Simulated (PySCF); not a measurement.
**C₆H₇B, SMILES `B1C=CC=CC=C1`: what the electrons do**

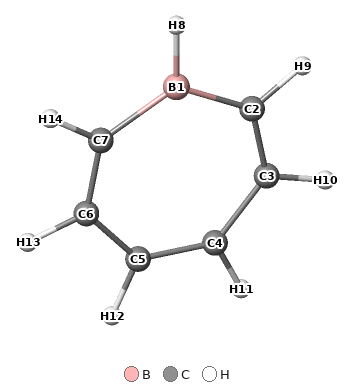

The molecule, with its atoms numbered as below. No frequency check shows the geometry to be a minimum.

Geometry (Å), atoms numbered from 1:

```
B1       0.0005   -1.7320    0.0000
C2      -1.3420   -1.0082    0.0000
C3      -1.5990    0.3304    0.0000
C4      -0.6831    1.4065    0.0000
C5       0.6825    1.4068    0.0000
C6       1.5988    0.3311    0.0000
C7       1.3424   -1.0076    0.0000
H8       0.0008   -2.9086    0.0000
H9      -2.2351   -1.6279    0.0000
H10     -2.6395    0.6463    0.0000
H11     -1.1470    2.3875    0.0000
H12      1.1459    2.3880    0.0000
H13      2.6392    0.6474    0.0000
H14      2.2358   -1.6269    0.0000
```

## 1. Bonding charge

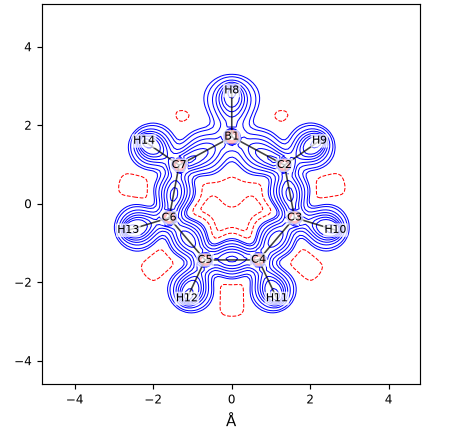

Deformation density (molecule less spherical, spin-averaged free atoms) in the molecular plane; contours at ±0.05 to ±0.8 e/Å³; solid blue lines: gain, dashed red lines: loss.

PySCF calculation, B3LYP/cc-pVDZ, gas phase; geometry: GFN2-xTB.

Describe the bonding that the map shows.

Answer. C4–H11 and C5–H12: +0.70 e/Å³ at the bond critical point (bond length 1.08 Å, Mayer order 0.9). C3–H10 and C6–H13: +0.70 e/Å³ at the bond critical point (bond length 1.09 Å, Mayer order 0.9). C2–H9 and C7–H14: +0.68 e/Å³ at the bond critical point (bond length 1.09 Å, Mayer order 0.9). C2–C3 and C6–C7: +0.63 e/Å³ at the bond critical point (bond length 1.36 Å, Mayer order 1.6). C4–C5: +0.63 e/Å³ at the bond critical point (bond length 1.37 Å, Mayer order 1.6). C3–C4 and C5–C6: +0.57 e/Å³ at the bond critical point (bond length 1.41 Å, Mayer order 1.4). B1–H8: +0.40 e/Å³ at the bond critical point (bond length 1.18 Å, Mayer order 0.9). B1–C7 and B1–C2: +0.39 e/Å³ at the bond critical point (bond length 1.52 Å, Mayer order 1.2). In all, 3.3 electrons gather in the regions of gain relative to the promolecule.

Where do the Hirshfeld charges lie?

Answer. The highest Hirshfeld charge is on B1 (+0.07 e), the lowest on C2 and C7 (−0.09 e).

## 2. Bond critical points

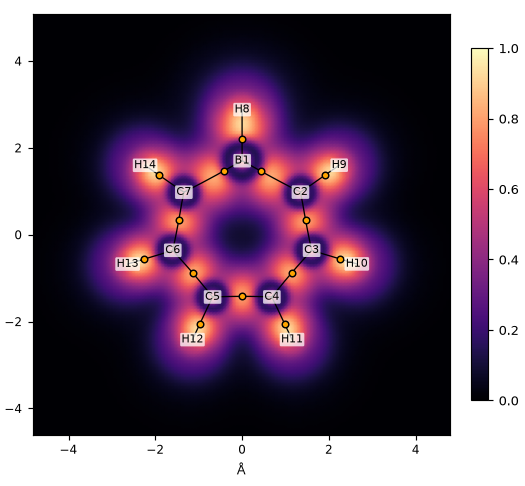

Localised orbital locator (LOL) in the molecular plane, with bond paths and bond critical points (dots).

What values does LOL take at the bond critical points in this plane?

Answer. C3–H10 and C6–H13: about 0.90; C4–H11 and C5–H12: about 0.89; C2–H9 and C7–H14: about 0.89; C3–C4 and C5–C6: about 0.81; C4–C5: about 0.80; C2–C3 and C6–C7: about 0.79; B1–H8: about 0.48; B1–C7 and B1–C2: about 0.44. Values above 0.5 mark slow, localised electrons, as in shared pairs; low values at a critical point mark a polar or closed-shell contact whose critical point lies between the shells.

Where along B1–C7 does the critical point lie?

Answer. 0.49 Å from B1 and 1.04 Å from C7.

## 3. Electrostatic potential

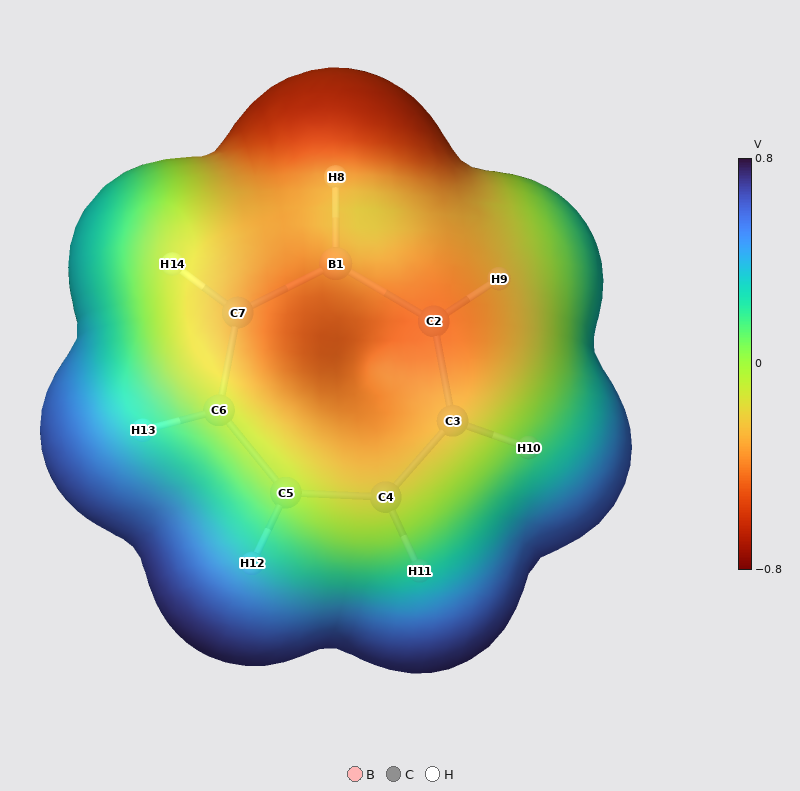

Electrostatic potential on the surface of electron density 0.001 a.u.

Where are the extremes of the potential on the surface?

Answer. Highest: 0.74 V, 1.4 Å from H12, and at like points elsewhere. Further maxima include −0.17 V, off the molecular plane, over B1 (1.9 Å), and at like points elsewhere; −0.56 V, 1.5 Å from H8. Lowest: −0.63 V, 1.5 Å from H8, and at like points elsewhere. Further minima include −0.49 V, off the molecular plane, over C2 (2.1 Å), and at like points elsewhere. The surface is sampled at points, so like sites can differ by a few per cent and only the strongest of them is named.

What volume does the surface enclose, and what is the dipole moment?

Answer. About 138 Å³; the dipole moment is 2.1 D.

## 4. The π system

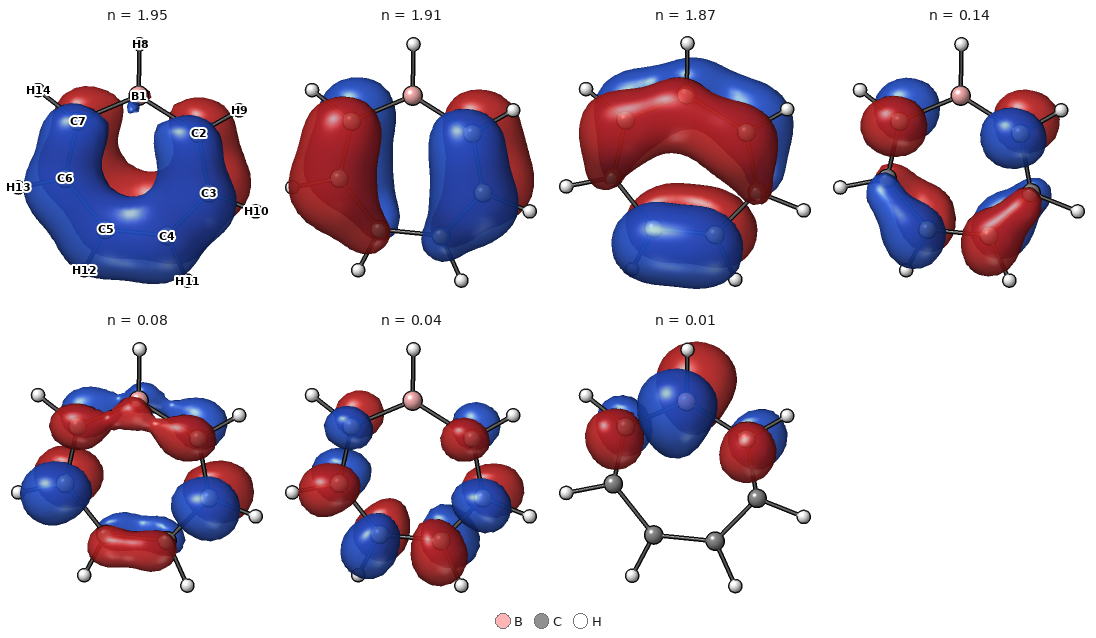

Natural orbitals of the π active space, CASSCF(6,7), singlet state, in order of falling occupation.

Computed with PySCF, def2-SVP basis, geometry: GFN2-xTB.

How multiconfigurational is the state?

Answer. The leading determinant weighs 0.87; the effective number of unpaired electrons, Σ n²(2−n)², is 0.19; the most occupied of the weakly occupied orbitals holds 0.14 e, as in an ordinary closed-shell π system. The active space lowers the energy by 2.21 eV against Hartree–Fock.

Where does the lowest triplet lie relative to the singlet, at this geometry and within this active space?

Answer. 3.09 eV above it by strongly contracted NEVPT2 (+2.77 eV by CASSCF); a small basis tends to put such gaps a few tenths of an eV too high. This is a vertical energy for π states alone; a state that uses lone pairs or σ orbitals may lie lower.
